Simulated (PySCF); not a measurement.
## Core-level calculation of C2H12N2OSi2

C2H12N2OSi2, SMILES CN(C)[SiH](O)N[SiH3], computed with delta-SCF UKS SCAN, pcX-2 on the ionised atom, pcseg-1 elsewhere, spin-free X2C (PySCF 2.14.0).

Figures and captions count atoms from 1; the log counts them from 0 in places.

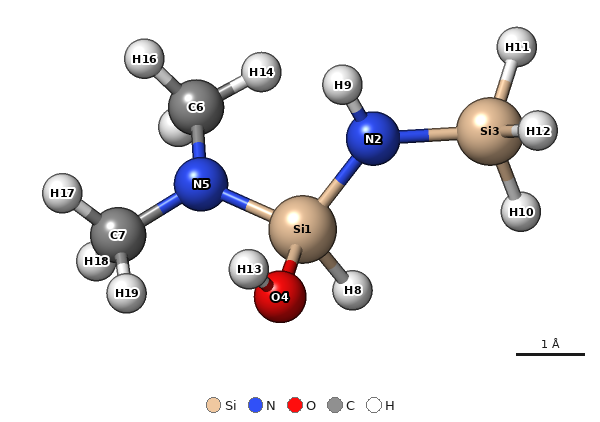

*The input geometry (ball-and-stick view, seen at a tilt; atoms are numbered from 1 in the order of the input).*

Bond lengths as drawn: C–H 1.10 to 1.11 Å, C–N 1.44 Å, H–N 1.02 Å, H–O 0.96 Å, H–Si 1.49 to 1.50 Å, N–Si 1.73 to 1.74 Å and O–Si 1.67 Å.

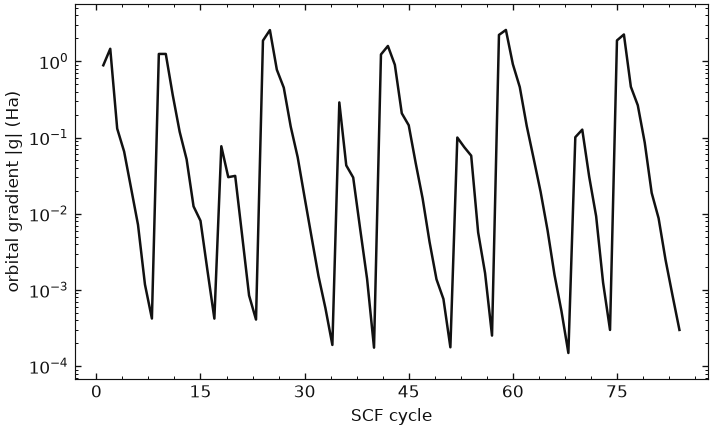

*Convergence of the self-consistent field: orbital gradient |g| against the SCF cycle.*

All cycles printed in the log are drawn one after another.

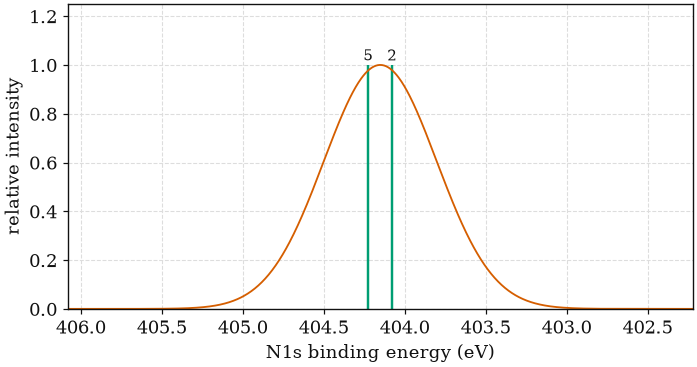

*N1s binding energies by ΔSCF of the atoms computed, labelled by atom number, with a Gaussian envelope of 0.8 eV full width.*

They run from 404.08 eV (atom 2) to 404.22 eV (atom 5).

The input that produced these results follows, with the program's output.

Input file
```
{"job": {"kind": "xps", "holes": 5}, "charge": 0, "multiplicity": 1}
Si     0.395351    -0.639362    -0.451700
N      1.348548     0.158210     0.757346
Si     3.014364     0.661944     0.683915
O      0.371127    -2.304821    -0.388498
N     -1.232200    -0.092463    -0.225585
C     -1.552691     1.276141     0.093688
C     -2.354468    -0.852193    -0.719568
H      1.054402    -0.372434    -1.757171
H      0.897532     0.245701     1.665779
H      3.445837     0.585128    -0.740984
H      3.169154     2.066219     1.179202
H      3.919759    -0.196910     1.511999
H     -0.003238    -2.690221     0.409472
H     -0.658366     1.808702     0.446915
H     -1.953162     1.830537    -0.779014
H     -2.318572     1.332894     0.890974
H     -3.161804    -0.910498     0.035548
H     -2.797146    -0.407262    -1.633519
H     -2.043955    -1.878232    -0.961843
```

The first line tells a small driver script what to run in PySCF; the rest is the geometry in Å.

Run as:
```bash
OMP_NUM_THREADS=1 python <driver script> task.json out
```

The program's output
```
ground state, core basis on atom 0 (Si), 208 functions
  cycle   1  E = -848.25123581  |g| = 8.87e-01
  cycle   2  E = -847.96115353  |g| = 1.46e+00
  cycle   3  E = -848.40903117  |g| = 1.31e-01
  cycle   4  E = -848.41214481  |g| = 6.54e-02
  cycle   5  E = -848.41306371  |g| = 2.17e-02
  cycle   6  E = -848.41316286  |g| = 7.15e-03
  cycle   7  E = -848.41317429  |g| = 1.18e-03
  cycle   8  E = -848.41317548  |g| = 4.22e-04
  E(ground) = -848.45215833 Eh
hole in Si 2p of atom 0
  cycle   1  E = -844.13429622  |g| = 1.25e+00
  cycle   2  E = -843.88595729  |g| = 1.25e+00
[... 7 cycles left out ...]
  E(ion) = -844.50865287 Eh   <S^2> = 0.7516   hole on atom = 1.003   binding energy = 107.308 eV
  2p3/2 = 107.124 eV   2p1/2 = 107.750 eV
ground state, core basis on atom 1 (N), 197 functions
[... 6 cycles left out ...]
  E(ground) = -848.39663271 Eh
hole in N 1s of atom 1
[... 11 cycles left out ...]
  E(ion) = -833.54707582 Eh   <S^2> = 0.7653   hole on atom = 1.000   binding energy = 404.077 eV
ground state, core basis on atom 2 (Si), 208 functions
[... 6 cycles left out ...]
  E(ground) = -848.43869751 Eh
hole in Si 2p of atom 2
[... 11 cycles left out ...]
  E(ion) = -844.49992196 Eh   <S^2> = 0.7519   hole on atom = 1.002   binding energy = 107.180 eV
  2p3/2 = 106.952 eV   2p1/2 = 107.575 eV
ground state, core basis on atom 3 (O), 197 functions
[... 6 cycles left out ...]
  E(ground) = -848.41197273 Eh
hole in O 1s of atom 3
[... 11 cycles left out ...]
  E(ion) = -828.63519500 Eh   <S^2> = 0.7618   hole on atom = 1.000   binding energy = 538.154 eV
ground state, core basis on atom 4 (N), 197 functions
[... 6 cycles left out ...]
  E(ground) = -848.39544570 Eh
hole in N 1s of atom 4
  cycle   1  E = -832.74361446  |g| = 1.88e+00
  cycle   2  E = -831.82441590  |g| = 2.25e+00
  cycle   3  E = -833.38337845  |g| = 4.64e-01
  cycle   4  E = -833.43566181  |g| = 2.65e-01
  cycle   5  E = -833.46072964  |g| = 8.59e-02
  cycle   6  E = -833.46337502  |g| = 1.88e-02
  cycle   7  E = -833.46350955  |g| = 8.72e-03
  cycle   8  E = -833.46354558  |g| = 2.48e-03
  cycle   9  E = -833.46354929  |g| = 8.50e-04
  cycle  10  E = -833.46354935  |g| = 2.99e-04
  E(ion) = -833.54045975 Eh   <S^2> = 0.7658   hole on atom = 1.000   binding energy = 404.225 eV
```

Key numbers

- outcome: converged
- hardware: 1 CPU thread, shared host
- wall time: 74 s
- peak memory: 0.73 GiB
